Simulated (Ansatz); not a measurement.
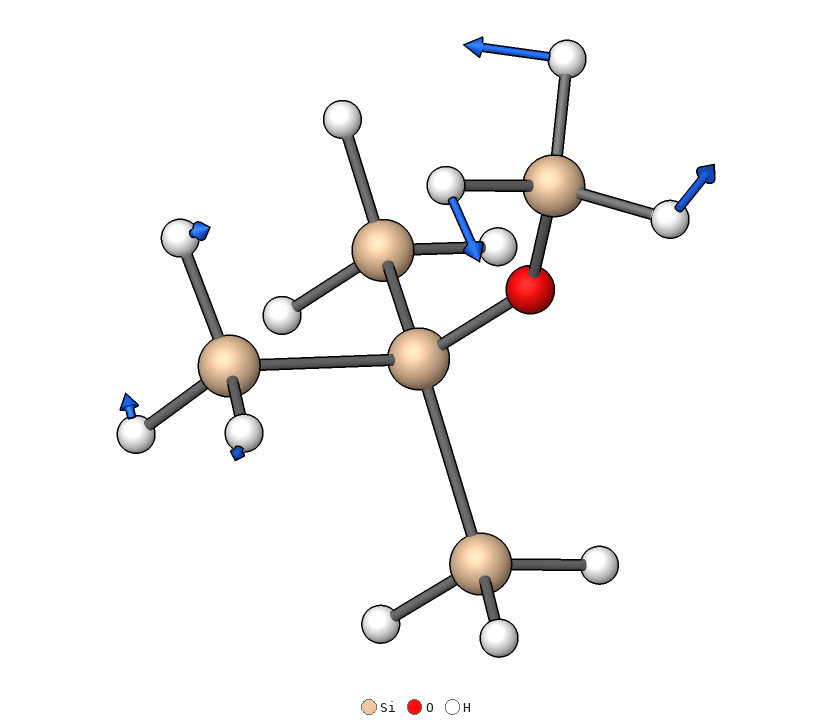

The arrows show one normal mode. Harmonic vibrations computed with RKS PBE0-D4/def2-TZVP (Ansatz 0.2.0) at a stationary point of the same level.

Describe the motion.

A torsion or out-of-plane motion in which bond lengths and bond angles hardly change.

At what wavenumber does it lie?

46 cm⁻¹; it is mode 2 of 48 counted from the lowest.
